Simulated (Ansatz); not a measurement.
# CH5B2F: rotation by 180° about the B2–B3 bond, part 2 of 2

Wanted: the energy profile along the rotation by 180° about the B2–B3 bond, from relaxed end points and a band of images. SMILES of the start: CBBF.

Ansatz 0.2.0; RKS PBE0/def2-SVP.

## Step 5: What the band shows

Images 0 and 8 are the ends. Energies count from image 0; the path length is the program's own measure over all atoms.

| image | path (Å) | energy (eV) | dihedral C1–B2–B3–F4 (°) | band force (eV/Å) |
| --- | --- | --- | --- | --- |
| 0 | 0.000 | 0.0000 | 87 | - |
| 1 | 0.547 | 0.0247 | 105 | 0.035 |
| 2 | 1.091 | 0.0991 | 128 | 0.022 |
| 3 | 1.631 | 0.1816 | 150 | 0.042 |
| 4* | 2.171 | 0.2162 | 174 | 0.013 |
| 5 | 2.705 | 0.1846 | -162 | 0.041 |
| 6 | 3.238 | 0.1086 | -140 | 0.041 |
| 7 | 3.772 | 0.0343 | -117 | 0.023 |
| 8 | 4.305 | 0.0036 | -95 | - |

The star marks the climbing image.

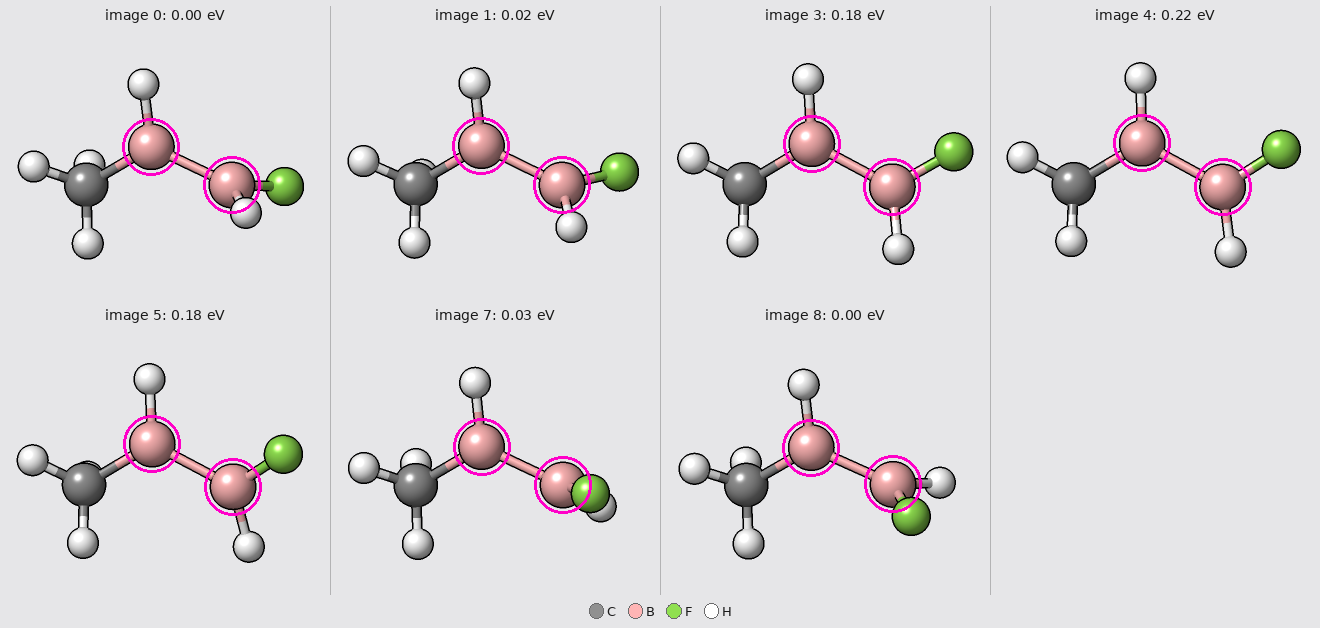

Snapshots along the band, viewed from a chosen angle. Ringed: B2, B3. Sticks join atoms closer than a bonding distance in each image.

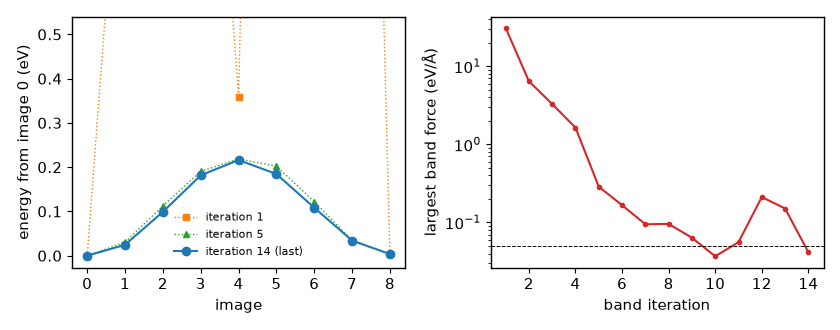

Left: energy of each image for early iterations and the last one (lines only join the points; early values far above the last band run off the scale). Right: the largest band force by iteration, with the threshold dashed.

The top of the band by iteration:

```csv
iteration,highest image above image 0 (eV),largest band force (eV/Å)
1,8.4726,31.030
3,0.6097,3.285
5,0.2188,0.287
7,0.2177,0.095
9,0.2171,0.064
11,0.2164,0.056
13,0.2172,0.151
14,0.2162,0.042
```

Positions of all images (Å):

```xyz
9
image=0 dE=0.0000
C    -0.140    1.282   -0.113
B     0.463   -0.145   -0.308
B    -0.084   -1.552    0.460
F    -1.071   -2.303   -0.022
H    -0.790    1.392   -1.007
H    -0.783    1.433    0.765
H     0.596    2.097   -0.190
H     1.396   -0.250   -1.084
H     0.414   -1.953    1.500
9
image=1 dE=0.0247
C    -0.115    1.286   -0.111
B     0.465   -0.148   -0.331
B    -0.111   -1.547    0.442
F    -0.854   -2.459   -0.177
H    -0.915    1.379   -0.876
H    -0.607    1.449    0.860
H     0.594    2.102   -0.317
H     1.400   -0.271   -1.102
H     0.143   -1.792    1.612
9
image=2 dE=0.0991
C    -0.096    1.289   -0.102
B     0.452   -0.151   -0.364
B    -0.125   -1.544    0.454
F    -0.529   -2.618   -0.216
H    -0.942    1.420   -0.809
H    -0.515    1.442    0.904
H     0.616    2.094   -0.341
H     1.333   -0.286   -1.193
H    -0.194   -1.644    1.668
9
image=3 dE=0.1816
C    -0.065    1.292   -0.078
B     0.441   -0.148   -0.391
B    -0.143   -1.543    0.459
F    -0.189   -2.725   -0.144
H    -0.935    1.431   -0.757
H    -0.448    1.442    0.942
H     0.642    2.093   -0.345
H     1.239   -0.297   -1.296
H    -0.543   -1.544    1.610
9
image=4 dE=0.2162
C    -0.019    1.297   -0.047
B     0.410   -0.148   -0.423
B    -0.169   -1.543    0.448
F     0.127   -2.763    0.019
H    -0.919    1.432   -0.692
H    -0.366    1.446    0.986
H     0.674    2.097   -0.347
H     1.110   -0.310   -1.403
H    -0.849   -1.508    1.459
9
image=5 dE=0.1846
C    -0.036    1.296   -0.047
B     0.413   -0.150   -0.401
B    -0.173   -1.550    0.441
F     0.478   -2.703    0.352
H    -0.846    1.446   -0.798
H    -0.495    1.448    0.941
H     0.693    2.090   -0.267
H     1.133   -0.298   -1.368
H    -1.166   -1.579    1.147
9
image=6 dE=0.1086
C    -0.072    1.290   -0.060
B     0.440   -0.151   -0.358
B    -0.161   -1.553    0.430
F     0.660   -2.528    0.804
H    -0.783    1.432   -0.906
H    -0.647    1.441    0.865
H     0.673    2.090   -0.189
H     1.226   -0.277   -1.278
H    -1.336   -1.744    0.693
9
image=7 dE=0.0343
C    -0.118    1.285   -0.089
B     0.459   -0.149   -0.312
B    -0.133   -1.560    0.429
F     0.610   -2.290    1.256
H    -0.728    1.444   -1.005
H    -0.783    1.431    0.774
H     0.641    2.081   -0.124
H     1.315   -0.261   -1.171
H    -1.263   -1.982    0.241
9
image=8 dE=0.0036
C    -0.147    1.283   -0.113
B     0.466   -0.145   -0.287
B    -0.116   -1.565    0.428
F     0.370   -2.045    1.569
H    -0.731    1.447   -1.043
H    -0.832    1.430    0.734
H     0.618    2.077   -0.120
H     1.377   -0.251   -1.088
H    -1.006   -2.231   -0.079
```

## Step 6: Frequencies at the highest image

The geometry is the highest inner image of the first converged band.

input.yaml reads:

```yaml
crystal:
  periodic: [false, false, false]
  atoms:
    - { symbol: C, position_ang: [-0.018775, 1.297037, -0.047262] }
    - { symbol: B, position_ang: [0.410062, -0.148427, -0.422775] }
    - { symbol: B, position_ang: [-0.168921, -1.543065, 0.44803] }
    - { symbol: F, position_ang: [0.126923, -2.762821, 0.019164] }
    - { symbol: H, position_ang: [-0.91874, 1.431774, -0.692039] }
    - { symbol: H, position_ang: [-0.366257, 1.446337, 0.985785] }
    - { symbol: H, position_ang: [0.674263, 2.096791, -0.347406] }
    - { symbol: H, position_ang: [1.110095, -0.309676, -1.402961] }
    - { symbol: H, position_ang: [-0.84865, -1.50794, 1.459477] }
basis:
  gaussian: { orbitals: def2-SVP }
hamiltonian:
  xc: pbe0
phonons: {}
```

Started as:

```bash
ansatz run input.yaml --threads 1 --pin off --max-ram 2048MiB --backend cpu --events-out ev --progress --plain --runs-dir out
```

Log (excerpt; [...] marks lines left out):

```text
Warning: RAYON_NUM_THREADS=1 ignored (pool sized by the plan → 1); use --threads N
[...]
Functional definition: PBE0
[...]
906 factors; integrals over basis functions are off by at most 3.2e-4 eV
[...]
mean field -5178.25649992 eV, -190.2974164239 hartree, gradient 1.4e-5 eV, S^2 0.000000; 0 other end points of the search recorded, 0 dependent functions left out
[...]
reference -5178.25652558 eV, -190.2974173666 hartree; 15, 15 occupied and 66, 66 virtual orbitals, 906 factors
[...]
906 factors; integrals over basis functions are off by at most 3.2e-4 eV
[...]
mean field -5178.25635957 eV, -190.2974112659 hartree, gradient 2.3e-6 eV, S^2 0.000000; 0 other end points of the search recorded, 0 dependent functions left out
[...]
reference -5178.25638522 eV, -190.2974122085 hartree; 15, 15 occupied and 66, 66 virtual orbitals, 906 factors
[...]
906 factors; integrals over basis functions are off by at most 3.2e-4 eV
[...]
WARN: phonons: modes at or below zero, which the zero-point energy, F, S and C_V leave out: 1, the lowest at -132.96 cm⁻¹. A minimum has none, and a first-order saddle one
[...]
Atom 0 at    -0.018775     1.297037    -0.047262 Å, force    -0.001326    -0.004140    -0.008152 eV/Å
Atom 1 at     0.410062    -0.148427    -0.422775 Å, force    -0.003143     0.003854    -0.005608 eV/Å
Atom 2 at    -0.168921    -1.543065     0.448030 Å, force     0.001913    -0.012823    -0.003042 eV/Å
Atom 3 at     0.126923    -2.762821     0.019164 Å, force    -0.001211     0.010138     0.004953 eV/Å
Atom 4 at    -0.918740     1.431774    -0.692039 Å, force     0.001211     0.002326     0.004474 eV/Å
Atom 5 at    -0.366257     1.446337     0.985785 Å, force    -0.000747     0.000378     0.001641 eV/Å
Atom 6 at     0.674263     2.096791    -0.347406 Å, force     0.001164    -0.000144     0.002779 eV/Å
Atom 7 at     1.110095    -0.309676    -1.402961 Å, force     0.001680    -0.000697     0.002507 eV/Å
Atom 8 at    -0.848650    -1.507940     1.459477 Å, force     0.000459     0.001109     0.000448 eV/Å
Dipole moment:    -0.075634     0.289274     0.022320 e Å
Vibrations: -132.96 143.61 205.38 377.10 456.88 641.12 745.00 901.67 934.22 1028.27 1103.48 1155.12 1288.18 1369.36 1387.18 1444.45 2563.80 2581.85 2982.51 3106.78 3171.15 cm⁻¹, zero-point energy 1.710181 eV
```

It took 88 s on 1 thread of Arm Neoverse V2, shared host; peak memory 0.14 GiB.

Of 21 modes, 1 is imaginary by more than 30 cm⁻¹ (133i cm⁻¹).

## Step 7: Another band, settings changed

crystal.atoms is end A as relaxed above, and neb.final_atoms is end B, turned to lie on A. With 6 inner images the band has 8 in all. The start path is listed, through a guess of the saddle.

input.yaml reads:

```yaml
crystal:
  periodic: [false, false, false]
  atoms:
    - { symbol: C, position_ang: [-0.139572, 1.281924, -0.112814] }
    - { symbol: B, position_ang: [0.463428, -0.145313, -0.307942] }
    - { symbol: B, position_ang: [-0.084479, -1.551711, 0.459756] }
    - { symbol: F, position_ang: [-1.071284, -2.3025, -0.022448] }
    - { symbol: H, position_ang: [-0.790398, 1.391888, -1.007402] }
    - { symbol: H, position_ang: [-0.783169, 1.43259, 0.765174] }
    - { symbol: H, position_ang: [0.596241, 2.09678, -0.189832] }
    - { symbol: H, position_ang: [1.395539, -0.250179, -1.084336] }
    - { symbol: H, position_ang: [0.413693, -1.953469, 1.499856] }
basis:
  gaussian: { orbitals: def2-SVP }
hamiltonian:
  xc: pbe0
neb:
  order_check: false
  images: 6
  f_tol: 0.05
  max_iterations: 60
  climbing: false
  final_atoms:
    - { symbol: C, position_ang: [-0.14651861, 1.28331235, -0.11296206] }
    - { symbol: B, position_ang: [0.46551412, -0.14461836, -0.28722275] }
    - { symbol: B, position_ang: [-0.11596324, -1.56495817, 0.42760547] }
    - { symbol: F, position_ang: [0.37043148, -2.04536306, 1.56900643] }
    - { symbol: H, position_ang: [-0.73084167, 1.44688504, -1.04258436] }
    - { symbol: H, position_ang: [-0.83164223, 1.42974795, 0.73373164] }
    - { symbol: H, position_ang: [0.61773422, 2.07674851, -0.12019033] }
    - { symbol: H, position_ang: [1.37730629, -0.2511984, -1.08843585] }
    - { symbol: H, position_ang: [-1.00602137, -2.23054586, -0.07893619] }
  initial_path:
    images:
      - { positions_ang: [[-0.139572, 1.281924, -0.112814], [0.463428, -0.145313, -0.307942], [-0.084479, -1.551711, 0.459756], [-1.071284, -2.3025, -0.022448], [-0.790398, 1.391888, -1.007402], [-0.783169, 1.43259, 0.765174], [0.596241, 2.09678, -0.189832], [1.395539, -0.250179, -1.084336], [0.413693, -1.953469, 1.499856]] }
      - { positions_ang: [[-0.11737749, 1.28158256, -0.0991254], [0.42602106, -0.15990523, -0.34838761], [-0.09786097, -1.54466185, 0.44919311], [-0.70991212, -2.43660632, 0.01360494], [-0.81334189, 1.44501092, -0.92972739], [-0.68224066, 1.42629495, 0.81787001], [0.63752914, 2.06799693, -0.2025044], [1.28562957, -0.26620385, -1.17595666], [0.07155236, -1.8134981, 1.4750454]] }
      - { positions_ang: [[-0.09518298, 1.28124111, -0.0854368], [0.38861411, -0.17449747, -0.38883322], [-0.11124294, -1.5376127, 0.43863021], [-0.34854025, -2.57071264, 0.04965787], [-0.83628577, 1.49813385, -0.85205278], [-0.58131231, 1.4199999, 0.87056603], [0.67881729, 2.03921385, -0.2151768], [1.17572015, -0.2822287, -1.26757732], [-0.27058828, -1.67352721, 1.4502348]] }
      - { positions_ang: [[-0.07298848, 1.28089967, -0.0717482], [0.35120717, -0.1890897, -0.42927884], [-0.12462491, -1.53056355, 0.42806732], [0.01283163, -2.70481896, 0.08571081], [-0.85922966, 1.55125677, -0.77437816], [-0.48038397, 1.41370485, 0.92326204], [0.72010543, 2.01043078, -0.2278492], [1.06581072, -0.29825354, -1.35919798], [-0.61272892, -1.53355631, 1.42542421]] }
      - { positions_ang: [[-0.07398085, 1.281098, -0.07176935], [0.35150518, -0.18899047, -0.42631894], [-0.12912266, -1.53245601, 0.42347439], [0.21879098, -2.66808511, 0.31306144], [-0.85072161, 1.55911349, -0.77940422], [-0.48730872, 1.41329884, 0.91877028], [0.72317589, 2.00756914, -0.21790039], [1.06320605, -0.29839917, -1.35978368], [-0.81554525, -1.57313872, 1.19988247]] }
      - { positions_ang: [[-0.0981601, 1.28183612, -0.08550025], [0.38950816, -0.17419977, -0.37995355], [-0.12473619, -1.54329006, 0.42485141], [0.26933781, -2.46051109, 0.73170977], [-0.81076163, 1.52170401, -0.86713093], [-0.60208656, 1.41878188, 0.85709073], [0.68802867, 2.03062893, -0.18533037], [1.16790613, -0.28266558, -1.2693344], [-0.87903729, -1.79227443, 0.77360958]] }
      - { positions_ang: [[-0.12233936, 1.28257424, -0.09923116], [0.42751114, -0.15940906, -0.33358815], [-0.12034971, -1.55412412, 0.42622844], [0.31988465, -2.25293708, 1.1503581], [-0.77080165, 1.48429453, -0.95485765], [-0.7168644, 1.42426491, 0.79541119], [0.65288144, 2.05368872, -0.15276035], [1.27260621, -0.26693199, -1.17888512], [-0.94252933, -2.01141015, 0.3473367]] }
      - { positions_ang: [[-0.14651861, 1.28331235, -0.11296206], [0.46551412, -0.14461836, -0.28722275], [-0.11596324, -1.56495817, 0.42760547], [0.37043148, -2.04536306, 1.56900643], [-0.73084167, 1.44688504, -1.04258436], [-0.83164223, 1.42974795, 0.73373164], [0.61773422, 2.07674851, -0.12019033], [1.37730629, -0.2511984, -1.08843585], [-1.00602137, -2.23054586, -0.07893619]] }
```

Started as:

```bash
ansatz run input.yaml --threads 1 --pin off --max-ram 2048MiB --backend cpu --events-out ev --progress --plain --runs-dir out
```

Log (excerpt; [...] marks lines left out):

```text
Warning: RAYON_NUM_THREADS=1 ignored (pool sized by the plan → 1); use --threads N
[...]
[... 1 set-up line as earlier in the session ...]
[...]
905 factors; integrals over basis functions are off by at most 2.6e-4 eV
[...]
mean field -5178.47268202 eV, -190.3053609692 hartree, gradient 1.6e-5 eV, S^2 0.000000; 0 other end points of the search recorded, 0 dependent functions left out
[...]
reference -5178.47270762 eV, -190.3053619103 hartree; 15, 15 occupied and 66, 66 virtual orbitals, 905 factors
905 factors; integrals over basis functions are off by at most 2.8e-4 eV
[...]
mean field -5178.46910229 eV, -190.3052294168 hartree, gradient 2.2e-5 eV, S^2 0.000000; 0 other end points of the search recorded, 0 dependent functions left out
[...]
reference -5178.46912837 eV, -190.3052303752 hartree; 15, 15 occupied and 66, 66 virtual orbitals, 905 factors
[...]
Total energy: -5178.26637206 eV, -190.2977792183 hartree
Atom 0 at    -0.056863     1.295411    -0.067012 Å, force     0.023948    -0.003676     0.009417 eV/Å
Atom 1 at     0.403276    -0.151379    -0.411066 Å, force    -0.024250     0.013861     0.002609 eV/Å
Atom 2 at    -0.142979    -1.550864     0.467029 Å, force     0.000801     0.007539    -0.022158 eV/Å
Atom 3 at    -0.022754    -2.757585    -0.069879 Å, force    -0.040874    -0.008995    -0.016225 eV/Å
Atom 4 at    -0.889495     1.490759    -0.777149 Å, force    -0.020584    -0.009920    -0.019946 eV/Å
Atom 5 at    -0.467157     1.439096     0.943100 Å, force    -0.017582     0.003369     0.006092 eV/Å
Atom 6 at     0.691329     2.071644    -0.291461 Å, force    -0.003298     0.006821    -0.003692 eV/Å
Atom 7 at     1.135573    -0.306015    -1.367581 Å, force     0.048768    -0.002775     0.005322 eV/Å
Atom 8 at    -0.650932    -1.531057     1.574031 Å, force     0.033070    -0.006224     0.038581 eV/Å
Dipole moment:    -0.057922     0.288939     0.023822 e Å
this run last wrote the band of iteration 8 to <dir>
```

Run time: 2.1 min. Hardware: 1 thread of Arm Neoverse V2, shared host; peak memory 0.14 GiB.

## Step 8: The band, image by image

Images 0 and 7 are the ends. Energies count from image 0; the path length is the program's own measure over all atoms.

| image | path (Å) | energy (eV) | dihedral C1–B2–B3–F4 (°) | band force (eV/Å) |
| --- | --- | --- | --- | --- |
| 0 | 0.000 | 0.0000 | 87 | - |
| 1 | 0.607 | 0.0359 | 110 | 0.030 |
| 2 | 1.215 | 0.1281 | 136 | 0.016 |
| 3 | 1.822 | 0.2063 | 162 | 0.030 |
| 4 | 2.429 | 0.2054 | -172 | 0.022 |
| 5 | 3.036 | 0.1311 | -145 | 0.041 |
| 6 | 3.643 | 0.0426 | -120 | 0.047 |
| 7 | 4.250 | 0.0036 | -95 | - |

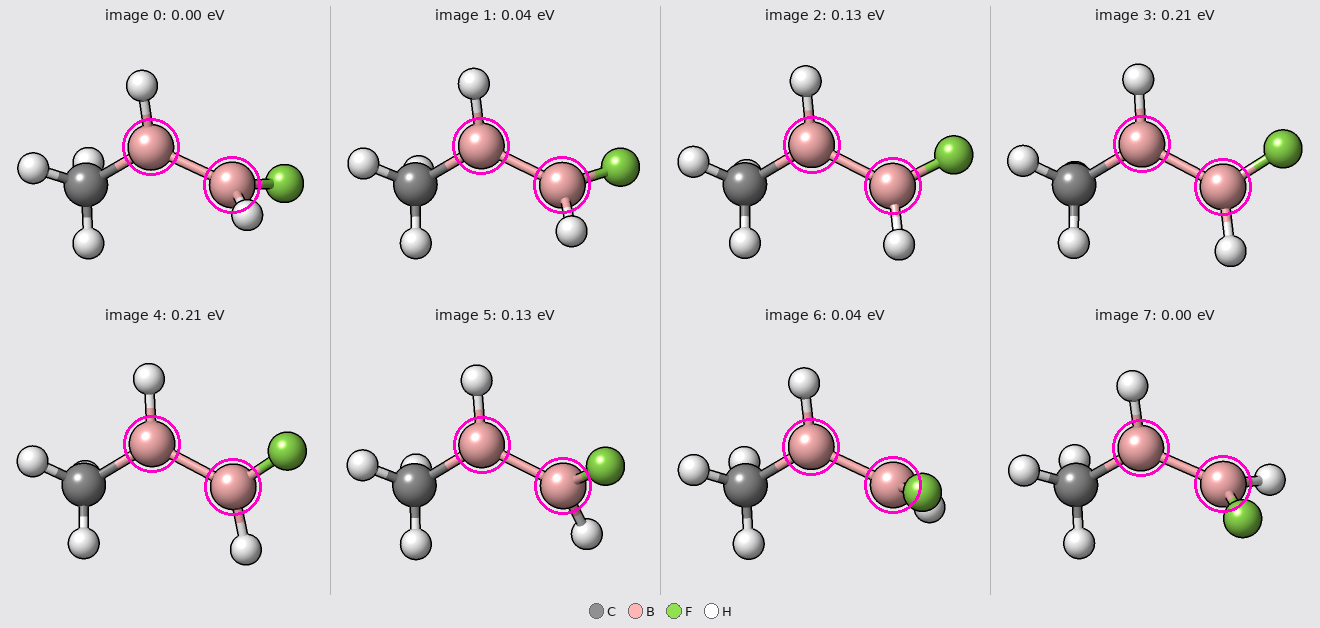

Snapshots along the band, viewed from a chosen angle. Ringed: B2, B3. Sticks join atoms closer than a bonding distance in each image.

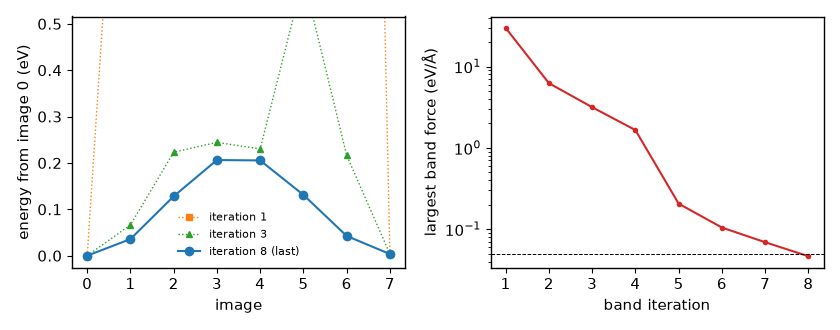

Left: energy of each image for early iterations and the last one (lines only join the points; early values far above the last band run off the scale). Right: the largest band force by iteration, with the threshold dashed.

## Step 9: What came out

This closing draws on all 2 parts.

| quantity | value |
| --- | --- |
| end A | 7 moves, 0.074 eV lower |
| end B | 6 moves, 0.081 eV lower |
| first band: barrier forwards | 0.22 eV |
| first band: barrier backwards | 0.21 eV |
| first band: second end relative to first | +0.004 eV |
| first band: highest image | 4 of 0 to 8, climbing |
| first band: band iterations | 14 |
| imaginary modes at the top | 133i cm⁻¹ |
| second band | top 0.206 eV above image 0, 8 iterations, 6 inner images, none climbing |
| time, first and second band | 3.9 min and 2.1 min |

What this shows: In the first band: the barrier from the first end is 0.22 eV, 8 times kT at 300 K, which at an assumed attempt frequency of 10^13 s⁻¹ means a rate near 10^9 s⁻¹. The two ends lie within 4 meV of each other. The listed dihedral goes from 87° at end A through 174° at the highest image to -95° at end B. One imaginary mode, as a first-order saddle point has. The second band's top lies 10 meV below the first's, as a band that doesn't climb stops under the top. Zero-point energy and entropy are left out.
